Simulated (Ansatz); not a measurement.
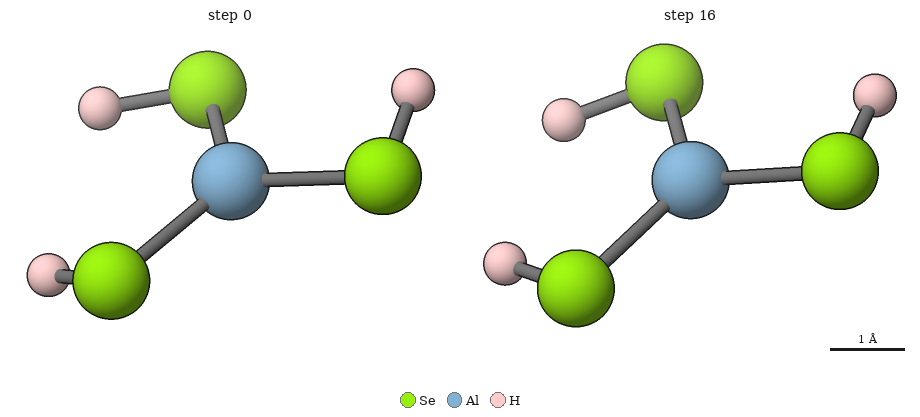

The structure of AlH3Se3 before (left) and after (right) a relaxation, at one scale.

Style: ball-and-stick. Shown from a free direction.

The start comes from PBE-D4/def2-SVP.

All numbers below come from RKS PBE0-D4/def2-TZVP in Ansatz 0.2.0.

The input:
```yaml
crystal:
  periodic: [false, false, false]
  atoms:
    - {symbol: Se, position_ang: [-2.244653, 0.672445, 0.350285]}
    - {symbol: Al, position_ang: [-0.019363, -0.030147, 0.365932]}
    - {symbol: Se, position_ang: [0.958036, -0.317343, 2.462445]}
    - {symbol: Se, position_ang: [1.240376, -0.464671, -1.551972]}
    - {symbol: H, position_ang: [-2.383219, 0.340650, -1.091166]}
    - {symbol: H, position_ang: [2.307766, -0.410036, 1.845070]}
    - {symbol: H, position_ang: [0.202356, 0.141101, -2.426295]}
basis:
  gaussian: {orbitals: def2-TZVP}
hamiltonian: {xc: pbe0, dispersion: d4}
relax: {f_tol: 0.005, max_steps: 150}
```

Question: Describe what moved and what it gained.

Answer: The atom that moves furthest after the best rigid fit is H7 (0.18 Å). Largest moves by element: H 0.18 Å, Se 0.16 Å, Al 0.03 Å. Near-neighbour distances that change, for instance: Al2–Se4 2.335 → 2.315 Å, Al2–Se3 2.331 → 2.312 Å, Se1–H5 1.486 → 1.469 Å. The energy falls by 0.43 kcal/mol in 16 geometry steps. Largest force component: 0.39 eV/Å at the start, 0.0046 eV/Å at the end. The forces were under the threshold at step 9, but the run went on from there.
